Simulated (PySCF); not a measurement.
# One shape, several levels: SiH2OF2 (SMILES O[SiH](F)F)

We compute a comparison of 4 runs (CAM-B3LYP/6-311+G**, r2SCAN/6-311+G**, revPBE/6-311+G**, CCSD(T)/6-311+G**) of SiH2OF2. 

Program for the calculation: PySCF 2.14.0.

1 further run of the same task is left out (set aside as unsound or not needed).

### Step 1. Starting point

SiH2OF2 has 6 atoms, charge 0, and is taken as a singlet. SMILES: `O[SiH](F)F`. The shape is that of a PBE0-D4/def2-TZVP optimisation. This is one conformer, not always the lowest.

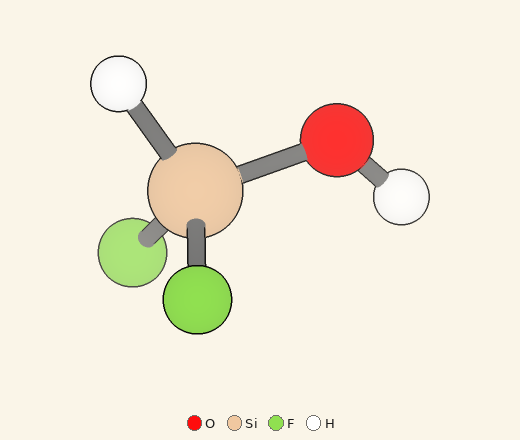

Viewed from a chosen angle; oxygen red, silicon light orange, fluorine green, hydrogen white.

### Step 2. A single-point energy at CAM-B3LYP/6-311+G(d,p) (run 1)

File run.py:

```python
from pyscf import gto, dft

mol = gto.M(
    atom=[
    ('O', (0.027700, 1.137900, -0.556400)),
    ('Si', (0.121400, -0.236200, 0.285200)),
    ('F', (0.731800, -1.405100, -0.592400)),
    ('F', (-1.315500, -0.739700, 0.722100)),
    ('H', (-0.477400, 1.183000, -1.369500)),
    ('H', (0.954100, -0.003800, 1.464900)),
],
    max_memory=1860,
    basis='6-311+g**',
    verbose=3,
)

mf = dft.RKS(mol)
mf.xc = 'cam-b3lyp'
mf.conv_tol = 1e-10
mf.grids.level = 5
mf.kernel()
if not mf.converged:
    mf = mf.newton().run(mf.mo_coeff, mf.mo_occ)

energy = mf.e_tot
print(f'total energy: {energy:.8f} hartree')
```

Run with:

```sh
$ OMP_NUM_THREADS=1 python run.py
```

Log:

```text
converged SCF energy = -565.821356577491
total energy: -565.82135658 hartree
```

Run time: 25 s. Hardware: 1 thread of Arm Neoverse V2, shared host; peak memory 0.56 GiB.

### Step 3. A single-point energy at r2SCAN/6-311+G(d,p) (run 2)

File input.py:

```python
from pyscf import gto, dft

mol = gto.M(
    atom='''
O      0.052345     2.150319    -1.051444
Si     0.229413    -0.446353     0.538950
F      1.382902    -2.655254    -1.119474
F     -2.485935    -1.397830     1.364571
H     -0.902155     2.235546    -2.587980
H      1.802988    -0.007181     2.768260
''',
    charge=0,
    verbose=4,
    basis='6-311+g**',
    unit='bohr',
    max_memory=1860,
)

myscf = dft.RKS(mol)
myscf.xc = 'r2scan'
myscf.conv_tol = 1e-10
myscf.grids.level = 5
myscf.kernel()
if not myscf.converged:
    myscf = myscf.newton().run(myscf.mo_coeff, myscf.mo_occ)

e_final = myscf.e_tot
print('Final energy', e_final)
```

Run with:

```sh
$ OMP_NUM_THREADS=1 python input.py
```

Log:

```text
PySCF version 2.14.0

[... 77 lines left out ...]
converged SCF energy = -565.731527016973
Final energy -565.7315270169727
```

Wall time 36 s (1 thread of Arm Neoverse V2, shared host); peak memory 0.62 GiB.

### Step 4. The energy at revPBE/6-311+G(d,p) (run 3)

File input.py:

```python
from pyscf import gto, dft

mol = gto.M(
    atom='''
O      0.052345     2.150319    -1.051444
Si     0.229413    -0.446353     0.538950
F      1.382902    -2.655254    -1.119474
F     -2.485935    -1.397830     1.364571
H     -0.902155     2.235546    -2.587980
H      1.802988    -0.007181     2.768260
''',
    spin=0,
    max_memory=1860,
    unit='bohr',
    charge=0,
    basis='6-311+g**',
    verbose=4,
)

ks = dft.RKS(mol)
ks.xc = 'revpbe'
ks.grids.level = 5
ks.conv_tol = 1e-10
ks.kernel()
if not ks.converged:
    ks = ks.newton().run(ks.mo_coeff, ks.mo_occ)

e_final = ks.e_tot
print('E(%s) = %.9f' % ('REVPBE', e_final))
```

Run with:

```sh
$ OMP_NUM_THREADS=1 python input.py
```

Log:

```text
PySCF version 2.14.0

[INPUT] num. atoms = 6
[INPUT] num. electrons = 42
[INPUT] charge = 0
[INPUT] spin (= nelec alpha-beta = 2S) = 0
[INPUT] symmetry False subgroup None
[INPUT] Mole.unit = bohr
[INPUT] Symbol           X                Y                Z      unit          X                Y                Z       unit  Magmom
[INPUT]  1 O      0.027699781106   1.137899811008  -0.556400203359 AA    0.052345000000   2.150319000000  -1.051444000000 Bohr   0.0
[INPUT]  2 Si     0.121400131489  -0.236199835626   0.285200057825 AA    0.229413000000  -0.446353000000   0.538950000000 Bohr   0.0
[INPUT]  3 F      0.731800223336  -1.405099906004  -0.592400129017 AA    1.382902000000  -2.655254000000  -1.119474000000 Bohr   0.0
[INPUT]  4 F     -1.315500149828  -0.739699780740   0.722099875882 AA   -2.485935000000  -1.397830000000   1.364571000000 Bohr   0.0
[INPUT]  5 H     -0.477399866718   1.182999997163  -1.369500038317 AA   -0.902155000000   2.235546000000  -2.587980000000 Bohr   0.0
[INPUT]  6 H      0.954100161162  -0.003800021552   1.464900105901 AA    1.802988000000  -0.007181000000   2.768260000000 Bohr   0.0

nuclear repulsion = 188.413944108513
number of shells = 52
number of NR pGTOs = 170
number of NR cGTOs = 108
basis = 6-311+g**
ecp = {}

******** <class 'pyscf.dft.rks.RKS'> ********
method = RKS
initial guess = minao
damping factor = 0
level_shift factor = 0
DIIS = <class 'pyscf.scf.diis.CDIIS'>
diis_start_cycle = 1
diis_space = 8
diis_damp = 0
SCF conv_tol = 1e-10
SCF conv_tol_grad = None
SCF max_cycles = 50
direct_scf = True
direct_scf_tol = 1e-13
XC library pyscf.dft.libxc version 7.0.0
    S. Lehtola, C. Steigemann, M. J.T. Oliveira, and M. A.L. Marques.,  SoftwareX 7, 1–5 (2018)
XC functionals = revpbe
    Y. Zhang and W. Yang.,  Phys. Rev. Lett. 80, 890 (1998)
    J. P. Perdew, K. Burke, and M. Ernzerhof.,  Phys. Rev. Lett. 77, 3865 (1996)
    J. P. Perdew, K. Burke, and M. Ernzerhof.,  Phys. Rev. Lett. 78, 1396 (1997)
radial grids:
    Treutler-Ahlrichs [JCP 102, 346 (1995); DOI:10.1063/1.469408] (M4) radial grids

becke partition: Becke, JCP 88, 2547 (1988); DOI:10.1063/1.454033
pruning grids: <function nwchem_prune>
grids dens level: 5
symmetrized grids: False
atomic radii adjust function: <function treutler_atomic_radii_adjust>
small_rho_cutoff = 0
Set gradient conv threshold to 1e-05
Initial guess from minao.
tot grids = 221368
init E= -566.037701463996
  HOMO = -0.385204095224078  LUMO = -0.0464623488205931  gap/eV = 9.21763
cycle= 1 E= -565.51732499579  delta_E= 0.52  |g|=  1.1  |ddm|= 2.17
  HOMO = -0.149569444980273  LUMO = -0.0096928760135017  gap/eV = 3.80624
cycle= 2 E= -564.891384120448  delta_E= 0.626  |g|= 2.18  |ddm|= 2.35
  HOMO = -0.335467057103061  LUMO = -0.0422264699258637  gap/eV = 7.97948
cycle= 3 E= -565.705730401162  delta_E= -0.814  |g|= 0.139  |ddm|= 1.82
  HOMO = -0.308435157202448  LUMO = -0.0324067417245062  gap/eV = 7.51112
cycle= 4 E= -565.707183161212  delta_E= -0.00145  |g|= 0.131  |ddm|= 0.195
  HOMO = -0.315331132015321  LUMO = -0.0330362148999704  gap/eV = 7.68164
cycle= 5 E= -565.709811696127  delta_E= -0.00263  |g|= 0.0168  |ddm|= 0.0784
  HOMO = -0.315565174800559  LUMO = -0.0338055956179831  gap/eV = 7.66707
cycle= 6 E= -565.709864161925  delta_E= -5.25e-05  |g|= 0.00262  |ddm|= 0.022
  HOMO = -0.315971292098702  LUMO = -0.0339065351523927  gap/eV = 7.67537
cycle= 7 E= -565.709865568281  delta_E= -1.41e-06  |g|= 0.000314  |ddm|= 0.00334
  HOMO = -0.315976999516011  LUMO = -0.0339084328272287  gap/eV = 7.67548
cycle= 8 E= -565.709865589262  delta_E= -2.1e-08  |g|= 5.84e-05  |ddm|= 0.000479
  HOMO = -0.315971483055123  LUMO = -0.0339074473578845  gap/eV = 7.67535
cycle= 9 E= -565.709865589926  delta_E= -6.64e-10  |g|= 1.45e-05  |ddm|= 6.79e-05
  HOMO = -0.31597156262086  LUMO = -0.0339074163920204  gap/eV = 7.67536
cycle= 10 E= -565.709865589935  delta_E= -8.75e-12  |g|= 1.21e-05  |ddm|= 1.62e-05
  HOMO = -0.315971850386894  LUMO = -0.0339074797521044  gap/eV = 7.67536
cycle= 11 E= -565.709865589957  delta_E= -2.16e-11  |g|= 2.14e-06  |ddm|= 7.15e-06
  HOMO = -0.315971992782983  LUMO = -0.0339075469925407  gap/eV = 7.67536
Extra cycle  E= -565.709865589953  delta_E= 3.98e-12  |g|= 4.17e-06  |ddm|= 3.93e-06
converged SCF energy = -565.709865589953
E(REVPBE) = -565.709865590
```

Run time: 18 s. Hardware: 1 thread of Arm Neoverse V2, shared host; peak memory 0.56 GiB.

### Step 5. A single-point energy at CCSD(T)/6-311+G(d,p) (run 4)

File job.py:

```python
from pyscf import gto, scf, cc

mol = gto.M(
    atom=[
    ('O', (0.027700, 1.137900, -0.556400)),
    ('Si', (0.121400, -0.236200, 0.285200)),
    ('F', (0.731800, -1.405100, -0.592400)),
    ('F', (-1.315500, -0.739700, 0.722100)),
    ('H', (-0.477400, 1.183000, -1.369500)),
    ('H', (0.954100, -0.003800, 1.464900)),
],
    basis='6-311+g**',
    verbose=4,
    max_memory=1860,
)

mf = scf.RHF(mol)
mf.conv_tol = 1e-10
mf.kernel()
if not mf.converged:
    mf = mf.newton().run(mf.mo_coeff, mf.mo_occ)

mycc = cc.CCSD(mf, frozen=8)
mycc.kernel()
e_t = mycc.ccsd_t()
etot = mycc.e_tot + e_t
print('E = %.10f Eh' % etot)
```

Run with:

```sh
$ OMP_NUM_THREADS=1 python job.py
```

Log:

```text
PySCF version 2.14.0

[... 60 lines left out ...]
converged SCF energy = -564.111114619681
[... 12 lines left out ...]
Init t2, MP2 energy = -564.82413362268  E_corr(MP2) -0.7130190029992
[... 12 lines left out ...]
CCSD converged
[... 2 lines left out ...]
E = -564.8507425633 Eh
```

Wall time 83 s (1 thread of Arm Neoverse V2, shared host); peak memory 0.79 GiB.

### Step 6. Overview of the runs

```csv
run,level,integration grid,frozen core orbitals,energy (Eh),dipole moment (D) of the reference,HOMO energy (eV),LUMO energy (eV),wall time
1,CAM-B3LYP/6-311+G**,5,–,-565.821357,1.18,-12.04,0.37,25 s
2,r2SCAN/6-311+G**,5,–,-565.731527,1.19,-9.10,-0.20,36 s
3,revPBE/6-311+G**,5,–,-565.709866,1.17,-8.60,-0.92,18 s
4,CCSD(T)/6-311+G**,–,8,-564.850743,1.20,-14.96,1.58,83 s
```

### Step 7. Summary of results

```
                                          quantity          value
                               run 4: total energy  -564.85074 Eh
       run 4: dipole moment (Hartree–Fock density)         1.20 D
        run 4: HOMO energy (Hartree–Fock orbitals)      -14.96 eV
        run 4: LUMO energy (Hartree–Fock orbitals)        1.58 eV
      run 4: HOMO–LUMO gap (Hartree–Fock orbitals)       16.54 eV
run 4: correlation energy (8 core orbitals frozen)     -739.6 mEh
                             run 4: (T) correction     -17.75 mEh
                              run 4: T1 diagnostic          0.013
```

What this shows: Over runs 1, 2, 3 the dipole moment (its size) runs from 1.17 D (revPBE/6-311+G**) to 1.19 D (r2SCAN/6-311+G**). Over runs 1, 2, 3 the HOMO–LUMO gap runs from 7.68 eV (revPBE/6-311+G**) to 12.41 eV (CAM-B3LYP/6-311+G**). Totals of different functionals can't be ranked against each other. All runs together took 2.7 min, the longest 83 s.
